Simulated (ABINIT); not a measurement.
# InH (P6_3/mmc): phonons by linear response, part 3 of 5

How does InH (P6_3/mmc) vibrate, and is this structure a minimum?

ABINIT 10.8.3; DFT LDA, scalar-relativistic, plane waves, HGH norm-conserving pseudopotentials.

So far. Step 6 (Ground state): The cell stands at -0.29 GPa: the relaxation ran with a smoothed and higher cutoff, and the difference is a stress of the finite basis. Step 7 (Linear response at Γ): The acoustic modes at Γ come out as far as 1.4 cm⁻¹ from zero, where they should vanish, a small numerical error. The lowest optical mode is imaginary, 776i cm⁻¹, an instability at this level and on this k mesh. The relaxed cell has a = 3.571, c = 5.651 Å (conventional setting).

The structure was built from a prototype and need not be the compound's stable phase.

## (8) Modes with the sum rule

anaddb reads the merged derivatives and imposes the acoustic sum rule.

File anaddb.abi:

```
ddb_filepath "gamma_DDB"
output_file "anaddb.abo"
outdata_prefix "anaddb"
asr 1
chneut 1
enunit 2
eivec 1
nph1l 1
qph1l 0.0 0.0 0.0 1.0
```

File mrgddb.in:

```
gamma_DDB
merged
2
dfpt_gammao_DDB
gso_DDB
```

Run with:

```
mrgddb < mrgddb.in > mrgddb.log
OMP_NUM_THREADS=1 anaddb anaddb.abi > anaddb.log
```

anaddb.abo, the main output file:

```text
-outvars_anaddb: echo values of input variables ----------------------

 Miscellaneous information :
      enunit         2
       eivec         1
         asr         1
 First list of wavevector (reduced coord.) :
       nph1l         1
       qph1l
                     0.00000000E+00  0.00000000E+00  0.00000000E+00    1.000E+00

================================================================================

 read the DDB information and perform some checks

  ==== Info on the Cryst% object ====
 Real(R)+Recip(G) space primitive vectors, cartesian coordinates (Bohr,Bohr^-1):
 R(1)=  6.7488361  0.0000045  0.0000000  G(1)=  0.1481736  0.0855482  0.0000000
 R(2)= -3.3744220  5.8446612  0.0000000  G(2)= -0.0000001  0.1710962  0.0000000
 R(3)=  0.0000000  0.0000000 10.6780762  G(3)=  0.0000000  0.0000000  0.0936498
 Unit cell volume ucvol=  4.2119325E+02 bohr^3
 Angles (23,13,12)=  9.00000000E+01  9.00000000E+01  1.20000000E+02 degrees
 Time-reversal symmetry is present
 Reduced atomic positions [iatom, xred, symbol]:
    1)    0.3333333  0.6666667  0.2500000  In
    2)    0.6666667  0.3333333  0.7500000  In
    3)    0.6666667  0.3333333  0.2500000   H
    4)    0.3333333  0.6666667  0.7500000   H

 DDB file with 3 blocks has been read.

================================================================================

 Treat the first list of vectors

  Phonon wavevector (reduced coordinates) :  0.00000  0.00000  0.00000
 Phonon energies in Hartree :
  -3.536292E-03 -1.166205E-03 -4.005367E-04 -4.005367E-04  0.000000E+00
   0.000000E+00  0.000000E+00  3.970024E-04  2.185829E-03  2.185829E-03
   2.528099E-03  2.528099E-03
 Phonon energies in meV     :
- -9.622740E+01 -3.173407E+01 -1.089916E+01 -1.089916E+01  0.000000E+00
-  0.000000E+00  0.000000E+00  1.080299E+01  5.947944E+01  5.947944E+01
-  6.879307E+01  6.879307E+01
 Phonon frequencies in cm-1    :
- -7.761263E+02 -2.559525E+02 -8.790764E+01 -8.790764E+01  0.000000E+00
-  0.000000E+00  0.000000E+00  8.713195E+01  4.797341E+02  4.797341E+02
-  5.548535E+02  5.548535E+02
 Phonon frequencies in Thz     :
- -2.326768E+01 -7.673263E+00 -2.635405E+00 -2.635405E+00  0.000000E+00
-  0.000000E+00  0.000000E+00  2.612150E+00  1.438207E+01  1.438207E+01
-  1.663409E+01  1.663409E+01
 Phonon energies in Kelvin  :
- -1.116673E+03 -3.682586E+02 -1.264795E+02 -1.264795E+02  0.000000E+00
-  0.000000E+00  0.000000E+00  1.253634E+02  6.902303E+02  6.902303E+02
-  7.983104E+02  7.983104E+02

 Eigendisplacements
 (will be given, for each mode : in cartesian coordinates
   for each atom the real part of the displacement vector,
   then the imaginary part of the displacement vector - absolute values smaller than 1.0d-7 are set to zero)
  Mode number    1   Energy   -3.536292E-03
 Attention : low frequency mode.
   (Could be unstable or acoustic mode)
;  1  0.00000000E+00  0.00000000E+00  1.20424631E-04
;     0.00000000E+00  0.00000000E+00  0.00000000E+00
;  2  0.00000000E+00  0.00000000E+00 -1.20424631E-04
;     0.00000000E+00  0.00000000E+00  0.00000000E+00
;  3  0.00000000E+00  0.00000000E+00 -1.64461921E-02
;     0.00000000E+00  0.00000000E+00  0.00000000E+00
;  4  0.00000000E+00  0.00000000E+00  1.64461921E-02
;     0.00000000E+00  0.00000000E+00  0.00000000E+00
  Mode number    2   Energy   -1.166205E-03
 Attention : low frequency mode.
   (Could be unstable or acoustic mode)
;  1  0.00000000E+00  0.00000000E+00  1.44180586E-04
;     0.00000000E+00  0.00000000E+00  0.00000000E+00
;  2  0.00000000E+00  0.00000000E+00  1.44180586E-04
;     0.00000000E+00  0.00000000E+00  0.00000000E+00
;  3  0.00000000E+00  0.00000000E+00 -1.64244077E-02
;     0.00000000E+00  0.00000000E+00  0.00000000E+00
;  4  0.00000000E+00  0.00000000E+00 -1.64244077E-02
;     0.00000000E+00  0.00000000E+00  0.00000000E+00
  Mode number    3   Energy   -4.005367E-04
 Attention : low frequency mode.
   (Could be unstable or acoustic mode)
-  1  2.19855669E-04  1.49172398E-03  0.00000000E+00
-     0.00000000E+00  0.00000000E+00  0.00000000E+00
-  2 -2.19855669E-04 -1.49172398E-03  0.00000000E+00
-     0.00000000E+00  0.00000000E+00  0.00000000E+00
-  3  5.28413901E-04  3.58529616E-03  0.00000000E+00
-     0.00000000E+00  0.00000000E+00  0.00000000E+00
-  4 -5.28413901E-04 -3.58529616E-03  0.00000000E+00
-     0.00000000E+00  0.00000000E+00  0.00000000E+00
  Mode number    4   Energy   -4.005367E-04
 Attention : low frequency mode.
   (Could be unstable or acoustic mode)
-  1  1.49172398E-03 -2.19855669E-04  0.00000000E+00
-     0.00000000E+00  0.00000000E+00  0.00000000E+00
-  2 -1.49172398E-03  2.19855669E-04  0.00000000E+00
-     0.00000000E+00  0.00000000E+00  0.00000000E+00
-  3  3.58529616E-03 -5.28413901E-04  0.00000000E+00
-     0.00000000E+00  0.00000000E+00  0.00000000E+00
-  4 -3.58529616E-03  5.28413901E-04  0.00000000E+00
-     0.00000000E+00  0.00000000E+00  0.00000000E+00
  Mode number    5   Energy    0.000000E+00
 Attention : low frequency mode.
   (Could be unstable or acoustic mode)
-  1  0.00000000E+00  0.00000000E+00  1.53885708E-03
-     0.00000000E+00  0.00000000E+00  0.00000000E+00
-  2  0.00000000E+00  0.00000000E+00  1.53885708E-03
-     0.00000000E+00  0.00000000E+00  0.00000000E+00
-  3  0.00000000E+00  0.00000000E+00  1.53885683E-03
-     0.00000000E+00  0.00000000E+00  0.00000000E+00
-  4  0.00000000E+00  0.00000000E+00  1.53885683E-03
-     0.00000000E+00  0.00000000E+00  0.00000000E+00
  Mode number    6   Energy    0.000000E+00
 Attention : low frequency mode.
   (Could be unstable or acoustic mode)
-  1  0.00000000E+00 -1.53885709E-03  0.00000000E+00
-     0.00000000E+00  0.00000000E+00  0.00000000E+00
-  2  0.00000000E+00 -1.53885709E-03  0.00000000E+00
-     0.00000000E+00  0.00000000E+00  0.00000000E+00
-  3  0.00000000E+00 -1.53885489E-03  0.00000000E+00
-     0.00000000E+00  0.00000000E+00  0.00000000E+00
-  4  0.00000000E+00 -1.53885489E-03  0.00000000E+00
-     0.00000000E+00  0.00000000E+00  0.00000000E+00
  Mode number    7   Energy    0.000000E+00
 Attention : low frequency mode.
   (Could be unstable or acoustic mode)
-  1  1.53885709E-03  0.00000000E+00  0.00000000E+00
-     0.00000000E+00  0.00000000E+00  0.00000000E+00
-  2  1.53885709E-03  0.00000000E+00  0.00000000E+00
-     0.00000000E+00  0.00000000E+00  0.00000000E+00
-  3  1.53885489E-03  0.00000000E+00  0.00000000E+00
-     0.00000000E+00  0.00000000E+00  0.00000000E+00
-  4  1.53885489E-03  0.00000000E+00  0.00000000E+00
-     0.00000000E+00  0.00000000E+00  0.00000000E+00
  Mode number    8   Energy    3.970024E-04
;  1  0.00000000E+00  0.00000000E+00  1.54089813E-03
;     0.00000000E+00  0.00000000E+00  0.00000000E+00
;  2  0.00000000E+00  0.00000000E+00 -1.54089813E-03
;     0.00000000E+00  0.00000000E+00  0.00000000E+00
;  3  0.00000000E+00  0.00000000E+00  1.28530665E-03
;     0.00000000E+00  0.00000000E+00  0.00000000E+00
;  4  0.00000000E+00  0.00000000E+00 -1.28530665E-03
;     0.00000000E+00  0.00000000E+00  0.00000000E+00
  Mode number    9   Energy    2.185829E-03
-  1  7.37697964E-05 -3.31436595E-04  0.00000000E+00
-     0.00000000E+00  0.00000000E+00  0.00000000E+00
-  2 -7.37697964E-05  3.31436595E-04  0.00000000E+00
-     0.00000000E+00  0.00000000E+00  0.00000000E+00
-  3 -3.49643035E-03  1.57089355E-02  0.00000000E+00
-     0.00000000E+00  0.00000000E+00  0.00000000E+00
-  4  3.49643035E-03 -1.57089355E-02  0.00000000E+00
-     0.00000000E+00  0.00000000E+00  0.00000000E+00
  Mode number   10   Energy    2.185829E-03
-  1  3.31436595E-04  7.37697964E-05  0.00000000E+00
-     0.00000000E+00  0.00000000E+00  0.00000000E+00
-  2 -3.31436595E-04 -7.37697964E-05  0.00000000E+00
-     0.00000000E+00  0.00000000E+00  0.00000000E+00
-  3 -1.57089355E-02 -3.49643035E-03  0.00000000E+00
-     0.00000000E+00  0.00000000E+00  0.00000000E+00
-  4  1.57089355E-02  3.49643035E-03  0.00000000E+00
-     0.00000000E+00  0.00000000E+00  0.00000000E+00
  Mode number   11   Energy    2.528099E-03
-  1  3.18974929E-05 -1.40607748E-04  0.00000000E+00
-     0.00000000E+00  0.00000000E+00  0.00000000E+00
-  2  3.18974929E-05 -1.40607748E-04  0.00000000E+00
-     0.00000000E+00  0.00000000E+00  0.00000000E+00
-  3 -3.63362441E-03  1.60174264E-02  0.00000000E+00
-     0.00000000E+00  0.00000000E+00  0.00000000E+00
-  4 -3.63362441E-03  1.60174264E-02  0.00000000E+00
-     0.00000000E+00  0.00000000E+00  0.00000000E+00
  Mode number   12   Energy    2.528099E-03
-  1  1.40607748E-04  3.18974929E-05  0.00000000E+00
-     0.00000000E+00  0.00000000E+00  0.00000000E+00
-  2  1.40607748E-04  3.18974929E-05  0.00000000E+00
-     0.00000000E+00  0.00000000E+00  0.00000000E+00
-  3 -1.60174264E-02 -3.63362441E-03  0.00000000E+00
-     0.00000000E+00  0.00000000E+00  0.00000000E+00
-  4 -1.60174264E-02 -3.63362441E-03  0.00000000E+00
-     0.00000000E+00  0.00000000E+00  0.00000000E+00

 Analysis of degeneracies and characters (maximum tolerance=1.00E-06 a.u.)
 For each vibration mode, or group of modes if degenerate,
 the characters are given for each symmetry operation (see the list in the log file).
 Symmetry characters of vibration mode #   1
  1.0  1.0 -1.0 -1.0 -1.0 -1.0  1.0  1.0  1.0  1.0 -1.0 -1.0 -1.0 -1.0  1.0  1.0
  1.0  1.0 -1.0 -1.0 -1.0 -1.0  1.0  1.0
 Symmetry characters of vibration mode #   2
  1.0 -1.0  1.0 -1.0  1.0 -1.0  1.0 -1.0  1.0 -1.0  1.0 -1.0  1.0 -1.0  1.0 -1.0
  1.0 -1.0  1.0 -1.0  1.0 -1.0  1.0 -1.0
 Symmetry characters of vibration mode #   3
        degenerate with vibration mode #   4
  2.0  2.0  0.0 -0.0 -1.0 -1.0  0.0  0.0 -1.0 -1.0 -0.0 -0.0  2.0  2.0 -0.0  0.0
 -1.0 -1.0  0.0  0.0 -1.0 -1.0 -0.0 -0.0
 Symmetry characters of vibration mode #   5
       degenerate with vibration modes #   6 to    7
  3.0 -3.0  1.0 -1.0  2.0 -2.0  1.0 -1.0  0.0 -0.0  1.0 -1.0 -1.0  1.0  1.0 -1.0
  0.0 -0.0  1.0 -1.0  2.0 -2.0  1.0 -1.0
 Symmetry characters of vibration mode #   8
  1.0  1.0 -1.0 -1.0 -1.0 -1.0  1.0  1.0  1.0  1.0 -1.0 -1.0 -1.0 -1.0  1.0  1.0
  1.0  1.0 -1.0 -1.0 -1.0 -1.0  1.0  1.0
 Symmetry characters of vibration mode #   9
        degenerate with vibration mode #  10
  2.0  2.0 -0.0 -0.0 -1.0 -1.0  0.0  0.0 -1.0 -1.0  0.0  0.0  2.0  2.0 -0.0 -0.0
 -1.0 -1.0  0.0  0.0 -1.0 -1.0  0.0  0.0
 Symmetry characters of vibration mode #  11
        degenerate with vibration mode #  12
  2.0 -2.0  0.0 -0.0  1.0 -1.0  0.0 -0.0 -1.0  1.0  0.0  0.0 -2.0  2.0 -0.0  0.0
 -1.0  1.0 -0.0  0.0  1.0 -1.0  0.0  0.0
-
```

Wall time 0.81 s (1 thread of Intel Xeon at 2.70GHz, shared host).

This step gave:

```yaml
lowest_optical_zone_centre_mode: -776.1 cm⁻¹
```

No LO-TO term; unit eigenvectors of the mass-weighted matrix, from anaddb's displacements. The modes at Γ (shares of kinetic energy by element, %) (negative means imaginary):

```
mode  frequency (cm⁻¹)  In %  H %
   1            -776.1     1   99
   2            -256.0     1   99
   3             -87.9    95    5
   4             -87.9    95    5
   5               0.0    99    1
   6               0.0    99    1
   7               0.0    99    1
   8              87.1    99    1
   9             479.7     5   95
  10             479.7     5   95
  11             554.9     1   99
  12             554.9     1   99
```

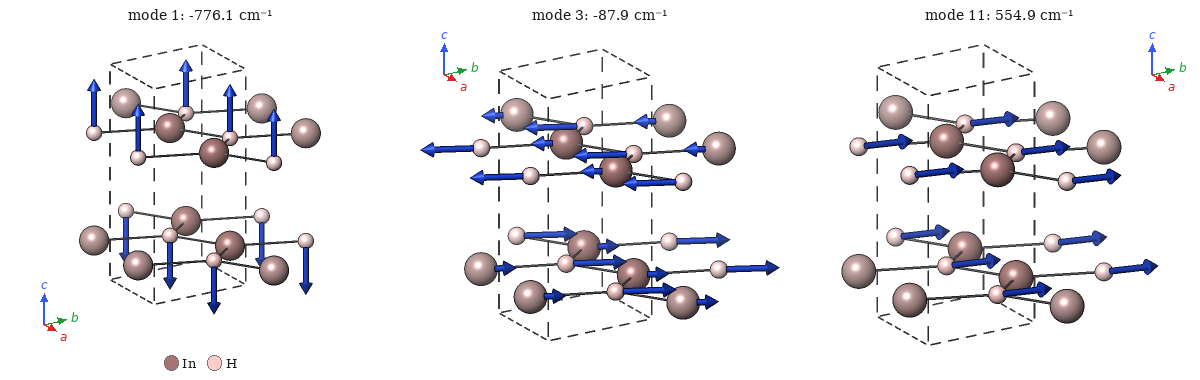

Displacement patterns of modes 1, 3 and 11 at Γ; arrows are exaggerated. 2×1×1 cells are drawn. Some periodic images of atoms are drawn too.

The rule also moves an optical mode by 0.3 cm⁻¹.

(Part 3 of 5 ends here.)

[Host names and launcher messages were left out of these logs when they were recorded.]

[Logs are printed without paths, hosts, clocks, repeated set-up lines and the standing remarks that a program may print on its own settings, such as how far it seeks lower states.]

[Hosts, paths, dates, database ids (printed as entryN), source tags and the programs' standing remarks are cut or masked in the printed files.]
